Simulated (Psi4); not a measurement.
# HSE06/def2-TZVP run of BNH6 (SMILES [BH3-][NH3+])

What is the vertical singlet–triplet gap of BNH6 at HSE06/def2-TZVP? 

Program for the calculation: Psi4 1.11.

1 further run of the same task is left out (set aside as unsound or not needed).

**1. The molecule**

BNH6: 8 atoms, total charge 0, spin state singlet. SMILES: `[BH3-][NH3+]`. The shape is that of a PBE0-D4/def2-TZVP optimisation.

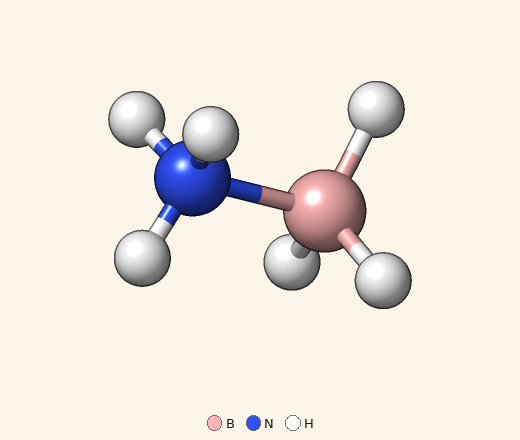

Viewed from a chosen angle; boron pink, nitrogen blue, hydrogen white.

**2. The energy at HSE06/def2-TZVP**

Input file input.dat:

```
memory 1600 mb

molecule {
  0 1
  B     -0.191300     0.250800    -0.775400
  N      0.206500    -0.255100     0.731700
  H     -0.078200    -0.728400    -1.481000
  H     -1.332600     0.649700    -0.687200
  H      0.604400     1.126600    -1.038400
  H      0.140800     0.507000     1.398700
  H      1.156600    -0.611300     0.755300
  H     -0.414000    -0.996500     1.040500
  symmetry c1
}

set {
  basis def2-TZVP
  reference rks
  puream true
  e_convergence 1e-09
  d_convergence 1e-08
  scf_type pk
  dft_radial_points 99
  dft_spherical_points 590
}

e, wfn = energy('hse06', return_wfn=True)
oeprop(wfn, 'WIBERG_LOWDIN_INDICES', 'MULLIKEN_CHARGES', 'QUADRUPOLE')
```

Run with:

```
$ psi4 input.dat output.dat -n 1
```

output.dat, shortened:

```text
[...]
  Running in c1 symmetry.
[...]
  Nuclear repulsion =   40.754562783001887
[...]
  Multiplicity = 1
[...]
  Nalpha       = 9
  Nbeta        = 9
[...]
    Number of basis functions: 98
[...]
   @RKS iter   1:   -82.83967234617235   -2.52283e-01   7.89179e-03 DIIS/ADIIS
[...]
   @RKS iter   9:   -83.14282908944956   -2.16289e-11   7.90251e-09 DIIS
[...]
    Orbital Energies [Eh]
    ---------------------
    Doubly Occupied:
       1A    -14.445369     2A     -6.690306     3A     -0.961378
       4A     -0.552636     5A     -0.552605     6A     -0.516426
       7A     -0.354977     8A     -0.271228     9A     -0.271214
[...]
  @RKS Final Energy:   -83.14282908944956
   => Energetics <=
    Nuclear Repulsion Energy =             40.7545627830018873
    One-Electron Energy =                -191.1711464530806381
    Two-Electron Energy =                  77.5086721207954525
    DFT Exchange-Correlation Energy =     -10.2349175401662595
    Empirical Dispersion Energy =           0.0000000000000000
    VV10 Nonlocal Energy =                  0.0000000000000000
    Total Energy =                        -83.1428290894495632
[...]
 Multipole Moments:
 ------------------------------------------------------------------------------------
     Multipole            Electronic (a.u.)      Nuclear  (a.u.)        Total (a.u.)
 ------------------------------------------------------------------------------------
 L = 1.  Multiply by 2.5417464519 to convert [e a0] to [Debye]
 Dipole X            :          0.3959143            0.1242860            0.5202003
 Dipole Y            :         -0.5033220           -0.1581129           -0.6614349
 Dipole Z            :          1.4996001            0.4708985            1.9704986
 Magnitude           :                                                    2.1426547
 L = 2.  Multiply by 1.3450342976 to convert [e a0^2] to [Debye ang]
 Quadrupole XX       :        -26.8244209           14.7845602          -12.0398607
 Quadrupole XY       :          3.3768802           -3.3623926            0.0144876
[...]
  Mulliken Charges: (a.u.)
   Center  Symbol    Alpha    Beta     Spin     Total
       1     B     2.65843  2.65843  0.00000 -0.31686
       2     N     3.71367  3.71367  0.00000 -0.42735
       3     H     0.51854  0.51854  0.00000 -0.03708
       4     H     0.51854  0.51854  0.00000 -0.03708
       5     H     0.51853  0.51853  0.00000 -0.03707
       6     H     0.35743  0.35743  0.00000  0.28515
       7     H     0.35743  0.35743  0.00000  0.28514
       8     H     0.35743  0.35743  0.00000  0.28515
   Total alpha =  9.00000, Total beta =  9.00000, Total charge =  0.00000
[...]
```

It took 40 s on 1 thread of Intel Xeon Platinum 8375C at 2.90GHz (Ice Lake), shared host; peak memory 0.91 GiB.

**3. The triplet: energy and forces at UHSE06/def2-TZVP**

Input file bh6n.xyz:

```xyz
8
BH6N
B     -0.191300     0.250800    -0.775400
N      0.206500    -0.255100     0.731700
H     -0.078200    -0.728400    -1.481000
H     -1.332600     0.649700    -0.687200
H      0.604400     1.126600    -1.038400
H      0.140800     0.507000     1.398700
H      1.156600    -0.611300     0.755300
H     -0.414000    -0.996500     1.040500
```

Input file calc.py:

```python
import psi4

psi4.set_memory(1600000000)
psi4.set_num_threads(1)
psi4.core.set_output_file('psi4.out', False)

with open('bh6n.xyz') as f:
    atoms = ''.join(f.readlines()[2:])
mol = psi4.geometry('0 3\n' + atoms + 'symmetry c1')

psi4.set_options({
    'reference': 'uks',
    'puream': True,
    'e_convergence': 1e-09,
    'd_convergence': 1e-08,
    'scf_type': 'pk',
    'dft_radial_points': 99,
    'dft_spherical_points': 590,
    'maxiter': 100,
})

e, wfn = psi4.gradient("hse06/def2-TZVP", return_wfn=True)
psi4.oeprop(wfn, "MULLIKEN_CHARGES", "DIPOLE", "MAYER_INDICES")
print('gradient / Eh bohr^-1')
print(e.np.round(6))
print(f'energy = {wfn.energy():.10f} Eh')
```

Run with:

```
$ python calc.py
```

psi4.out, shortened:

```text
[...]
  Running in c1 symmetry.
[...]
  Nuclear repulsion =   40.754562783001887
[...]
  Multiplicity = 3
[...]
  Nalpha       = 10
  Nbeta        = 8
[...]
    Number of basis functions: 98
[...]
   @UKS iter   1:   -82.53009923261320    5.72905e-02   8.41484e-03 ADIIS/DIIS
[...]
   @UKS iter  22:   -82.89005410987048   -1.90425e-12   1.46535e-09 DIIS
[...]
   @S^2 Observed:                2.007917453E+00
[...]
  @UKS Final Energy:   -82.89005410987048
   => Energetics <=
    Nuclear Repulsion Energy =             40.7545627830018873
    One-Electron Energy =                -190.1869248425356034
    Two-Electron Energy =                  76.6762823385151080
    DFT Exchange-Correlation Energy =     -10.1339743888518647
    Empirical Dispersion Energy =           0.0000000000000000
    VV10 Nonlocal Energy =                  0.0000000000000000
    Total Energy =                        -82.8900541098704764
[...]
  -Total Gradient:
     Atom            X                  Y                   Z
    ------   -----------------  -----------------  -----------------
       1       -0.082265434730    -0.038176951807    -0.063778630201
       2        0.020653538655    -0.006927580285     0.044685479893
       3        0.029303169835     0.022677500302     0.023485876985
       4        0.037336241696     0.013868670024     0.018401536683
       5        0.006931434863     0.005057754294     0.002213691772
       6        0.000269232865    -0.021463537802    -0.016579742456
       7       -0.026037588781     0.007508751428     0.000107110817
       8        0.013811648500     0.017454975931    -0.008531275800
[...]
 Multipole Moments:
 ------------------------------------------------------------------------------------
     Multipole            Electronic (a.u.)      Nuclear  (a.u.)        Total (a.u.)
 ------------------------------------------------------------------------------------
 L = 1.  Multiply by 2.5417464519 to convert [e a0] to [Debye]
 Dipole X            :         -0.4253007            0.1242860           -0.3010147
 Dipole Y            :          0.1084307           -0.1581129           -0.0496822
 Dipole Z            :         -0.8597565            0.4708985           -0.3888580
 Magnitude           :                                                    0.4942557
[...]
```

The script printed:

```text
gradient / Eh bohr^-1
[[-0.082265 -0.038177 -0.063779]
 [ 0.020654 -0.006928  0.044685]
 [ 0.029303  0.022678  0.023486]
 [ 0.037336  0.013869  0.018402]
 [ 0.006931  0.005058  0.002214]
 [ 0.000269 -0.021464 -0.01658 ]
 [-0.026038  0.007509  0.000107]
 [ 0.013812  0.017455 -0.008531]]
energy = -82.8900541099 Eh
```

Run time: 2.2 min. Hardware: 1 thread of Intel Xeon Platinum 8375C at 2.90GHz (Ice Lake), shared host; peak memory 0.91 GiB.

**4. What came out**

Level: HSE06/def2-TZVP.

| quantity | value |
| --- | --- |
| singlet: total energy | -83.14283 Eh |
| singlet: dipole moment | 5.45 D |
| singlet: HOMO energy | -7.38 eV |
| singlet: LUMO energy | -0.38 eV |
| singlet: HOMO–LUMO gap | 7.00 eV |
| triplet: total energy | -82.89005 Eh |
| triplet: dipole moment | 1.26 D |
| triplet: HOMO energy (highest over α and β) | -1.56 eV |
| triplet: ⟨S²⟩ | 2.008 |
| triplet: largest force on an atom | 5.701 eV/Å |
| vertical energy of the triplet above the singlet | 6.878 eV |

What this shows: At this shape the triplet lies 6.88 eV (159 kcal/mol) above the singlet. Mulliken charges (singlet) run from -0.43 on N2 to +0.29 on H6. Mulliken charges (triplet) run from -0.90 on B1 to +0.28 on N2; they depend strongly on the basis.
